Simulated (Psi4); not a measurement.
Single-point calculation, with input and output: SiH2OF (part 2 of 2)

SiH2OF, multiplicity 4; CAM-B3LYP/pcseg-3, UKS (Psi4 1.11). The geometry is that of the parent species in another charge or spin state. The geometry comes from this level: PBE0-D4/def2-TZVP.

Geometry of the input (Å):
```
O  -0.6152  -0.8846  -0.2763
Si 0.2839  0.2457  0.4931
F  0.2070  1.6465  -0.2831
H  -1.5645  -0.7651  -0.3380
H  1.6888  -0.2426  0.4044
```

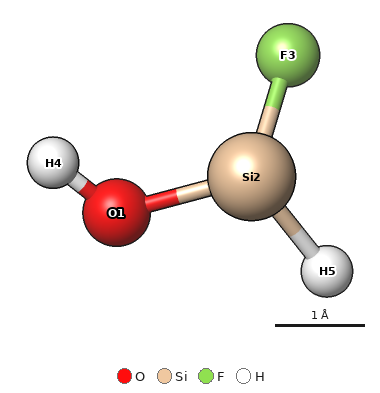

*The structure as given in the input (ball-and-stick view, seen on its broad side; atoms are numbered from 1 in the order of the input).*

## Output, continued
```
     169A      7.557895   170A      7.584879   171A      7.602092
     172A      7.621756   173A      7.680558   174A      7.832130
     175A      7.840588   176A      7.855264   177A      7.923148
     178A      8.094950   179A      8.135508   180A      8.217882
     181A      8.255270   182A      8.256217   183A      8.275529
     184A      8.284701   185A      8.392209   186A      8.419712
     187A      8.423603   188A      8.432084   189A      8.447264
     190A      8.518974   191A      8.575722   192A      8.637654
     193A      8.847314   194A      8.928314   195A      9.079581
     196A      9.239193   197A      9.249662   198A      9.377873
     199A      9.399266   200A      9.423308   201A      9.470873
     202A      9.572579   203A      9.603233   204A      9.681447
     205A      9.699951   206A      9.830097   207A      9.919098
     208A      9.995711   209A     10.017379   210A     10.060532
     211A     10.107260   212A     10.152994   213A     10.234927
     214A     10.534622   215A     10.946228   216A     10.973755
     217A     11.449156   218A     11.459399   219A     11.654066
     220A     11.690503   221A     11.720875   222A     12.037687
     223A     12.166763   224A     12.230298   225A     12.762398
     226A     12.887072   227A     13.426020   228A     15.723265
     229A     15.765751   230A     15.988667   231A     16.374361
     232A     16.408865   233A     19.181970   234A     19.210600
     235A     19.511541   236A     19.579533   237A     19.629258
     238A     19.673502   239A     21.900032   240A     21.909196
     241A     22.176143   242A     22.404648   243A     22.799047
     244A     26.813827   245A     26.830806   246A     26.992445
     247A     27.033791   248A     27.212214   249A     44.242558
     250A     55.743423

    Beta Occupied:

       1A    -66.269317     2A    -24.793039     3A    -19.399447
       4A     -5.446205     5A     -3.807098     6A     -3.803855
       7A     -3.800181     8A     -1.309250     9A     -1.215832
      10A     -0.761388    11A     -0.640475    12A     -0.598822
      13A     -0.555743    14A     -0.550013    15A     -0.490171

    Beta Virtual:

      16A     -0.292118    17A     -0.091175    18A      0.003955
      19A      0.019963    20A      0.040498    21A      0.063690
      22A      0.074439    23A      0.126488    24A      0.132566
      25A      0.154027    26A      0.172276    27A      0.183056
      28A      0.198687    29A      0.224420    30A      0.233147
      31A      0.254435    32A      0.283085    33A      0.306531
      34A      0.320979    35A      0.359378    36A      0.366700
      37A      0.404817    38A      0.441823    39A      0.471958
      40A      0.481058    41A      0.503982    42A      0.526878
      43A      0.540787    44A      0.571761    45A      0.587586
      46A      0.608902    47A      0.652855    48A      0.738247
      49A      0.790747    50A      0.814912    51A      0.830611
      52A      0.849583    53A      0.865437    54A      0.894012
      55A      0.906263    56A      0.956432    57A      0.980695
      58A      1.029676    59A      1.044472    60A      1.067864
      61A      1.082107    62A      1.117938    63A      1.139171
      64A      1.150956    65A      1.171306    66A      1.184584
      67A      1.233422    68A      1.263264    69A      1.308144
      70A      1.313171    71A      1.349315    72A      1.377355
      73A      1.444553    74A      1.516713    75A      1.536515
      76A      1.567338    77A      1.596250    78A      1.678292
      79A      1.703382    80A      1.720728    81A      1.777297
      82A      1.824698    83A      1.852615    84A      1.927377
      85A      1.936975    86A      2.012229    87A      2.057271
      88A      2.101213    89A      2.130314    90A      2.167561
      91A      2.236342    92A      2.259524    93A      2.332541
      94A      2.342458    95A      2.387767    96A      2.415494
      97A      2.474304    98A      2.498293    99A      2.537904
     100A      2.576681   101A      2.661330   102A      2.721442
     103A      2.817627   104A      2.819557   105A      2.869891
     106A      2.894488   107A      2.958083   108A      2.985156
     109A      3.048281   110A      3.077365   111A      3.121413
     112A      3.181138   113A      3.225414   114A      3.265738
     115A      3.297944   116A      3.358463   117A      3.419417
     118A      3.428478   119A      3.495025   120A      3.564139
     121A      3.637407   122A      3.668513   123A      3.718189
     124A      3.731922   125A      3.795218   126A      3.829310
     127A      3.905100   128A      3.938855   129A      3.984496
     130A      4.026484   131A      4.105739   132A      4.145960
     133A      4.193327   134A      4.214434   135A      4.240421
     136A      4.253689   137A      4.316217   138A      4.335865
     139A      4.375359   140A      4.385734   141A      4.482834
     142A      4.507759   143A      4.533140   144A      4.627405
     145A      4.668290   146A      4.707040   147A      4.796912
     148A      4.937451   149A      4.989035   150A      5.023532
     151A      5.044221   152A      5.097917   153A      5.165766
     154A      5.233428   155A      5.348138   156A      5.425868
     157A      5.596844   158A      5.943675   159A      6.105768
     160A      6.411174   161A      6.777559   162A      6.838603
     163A      6.962134   164A      6.994105   165A      7.185697
     166A      7.239902   167A      7.356449   168A      7.459581
     169A      7.604198   170A      7.616278   171A      7.627347
     172A      7.643188   173A      7.712935   174A      7.854973
     175A      7.893078   176A      7.905005   177A      7.946694
     178A      8.114421   179A      8.165690   180A      8.241237
     181A      8.259556   182A      8.260565   183A      8.282350
     184A      8.295611   185A      8.397601   186A      8.424336
     187A      8.431094   188A      8.437093   189A      8.452809
     190A      8.528837   191A      8.586169   192A      8.664823
     193A      8.856737   194A      8.938589   195A      9.089653
     196A      9.258511   197A      9.268728   198A      9.409071
     199A      9.427617   200A      9.445494   201A      9.492042
     202A      9.605407   203A      9.667114   204A      9.741462
     205A      9.767486   206A      9.857094   207A      9.960677
     208A     10.020639   209A     10.064556   210A     10.120063
     211A     10.137482   212A     10.203388   213A     10.251415
     214A     10.561247   215A     10.972373   216A     10.999721
     217A     11.457634   218A     11.468085   219A     11.662401
     220A     11.698543   221A     11.746852   222A     12.047538
     223A     12.175621   224A     12.237085   225A     12.798893
     226A     12.902635   227A     13.437756   228A     15.729105
     229A     15.771755   230A     15.997082   231A     16.378966
     232A     16.414975   233A     19.215130   234A     19.243635
     235A     19.530925   236A     19.611621   237A     19.645653
     238A     19.694962   239A     21.998738   240A     22.001707
     241A     22.262997   242A     22.431179   243A     22.838154
     244A     26.824614   245A     26.841736   246A     27.003596
     247A     27.042327   248A     27.221765   249A     44.273842
     250A     55.748463

    Final Occupation by Irrep:
              A
    DOCC [    15 ]
    SOCC [     3 ]
    NA   [    18 ]
    NB   [    15 ]

  @DF-UKS Final Energy:  -465.59705119517020

   => Energetics <=

    Nuclear Repulsion Energy =            110.1367669092712305
    One-Electron Energy =                -862.0677266993310468
    Two-Electron Energy =                 316.8754445428077702
    DFT Exchange-Correlation Energy =     -30.5415359479181987
    Empirical Dispersion Energy =           0.0000000000000000
    VV10 Nonlocal Energy =                  0.0000000000000000
    Total Energy =                       -465.5970511951701951

  UHF NO Occupations:
  HONO-2 :   16  A 1.0000000
  HONO-1 :   17  A 1.0000000
  HONO-0 :   18  A 1.0000000
  LUNO+0 :   19  A 0.0009410
  LUNO+1 :   20  A 0.0006220
  LUNO+2 :   21  A 0.0003153
  LUNO+3 :   22  A 0.0002102

Computation Completed

Properties will be evaluated at   0.000000,   0.000000,   0.000000 [a0]

Properties computed using the SCF density matrix

 Multipole Moments:

 ------------------------------------------------------------------------------------
     Multipole            Electronic (a.u.)      Nuclear  (a.u.)        Total (a.u.)
 ------------------------------------------------------------------------------------

 L = 1.  Multiply by 2.5417464519 to convert [e a0] to [Debye]
 Dipole X            :          1.1735648           -0.1073695            1.0661953
 Dipole Y            :          2.5454621           -2.8357947           -0.2903326
 Dipole Z            :          0.0818814            0.2788047            0.3606862
 Magnitude           :                                                    1.1623940

 ------------------------------------------------------------------------------------

	total time  =        118 seconds =       1.97 minutes

  Variable Map:
  ----------------------------------------------------------------------------
  "CURRENT ENERGY"              =>    -465.597051195170
  "CURRENT REFERENCE ENERGY"    =>    -465.597051195170
  "DD SOLVATION ENERGY"         =>       0.000000000000
  "DFT FUNCTIONAL TOTAL ENERGY" =>    -465.597051195170
  "DFT TOTAL ENERGY"            =>    -465.597051195170
  "DFT VV10 ENERGY"             =>       0.000000000000
  "DFT XC ENERGY"               =>     -30.541535947918
  "GRID ELECTRONS ALPHA"        =>      17.999999906096
  "GRID ELECTRONS BETA"         =>      14.999999977691
  "GRID ELECTRONS TOTAL"        =>      32.999999883786
  "NUCLEAR REPULSION ENERGY"    =>     110.136766909271
  "ONE-ELECTRON ENERGY"         =>    -862.067726699331
  "PCM POLARIZATION ENERGY"     =>       0.000000000000
  "PE ENERGY"                   =>       0.000000000000
  "SCF ITERATION ENERGY"        =>    -465.597051195170
  "SCF ITERATIONS"              =>      30.000000000000
  "SCF TOTAL ENERGY"            =>    -465.597051195170
  "TWO-ELECTRON ENERGY"         =>     316.875444542808
  "XC GRID RADIAL POINTS"       =>      99.000000000000
  "XC GRID SPHERICAL POINTS"    =>     590.000000000000
  "XC GRID TOTAL POINTS"        =>  283067.000000000000

  Array Variable Map:
  ----------------------------------------------------------------------------
  "CURRENT DIPOLE"              =>       1.066195267619 ... 0.360686158480 1 by 3
  "SCF DIPOLE"                  =>       1.066195267619 ... 0.360686158480 1 by 3
  "SCF TOTAL ENERGIES"          =>    -465.219833502674 ... -465.597051195170 1 by 31

    Psi4 run time: 0:01:58.00
```

## Summary

```json
{"quantity": "outcome", "value": "converged"}
{"quantity": "total energy", "value": "−465.597051 hartree"}
{"quantity": "basis functions", "value": "250"}
{"quantity": "⟨S²⟩", "value": "3.755"}
{"quantity": "dipole moment", "value": "2.95 D"}
{"quantity": "wall time", "value": "2 min"}
{"quantity": "peak memory", "value": "1.2 GiB"}
```
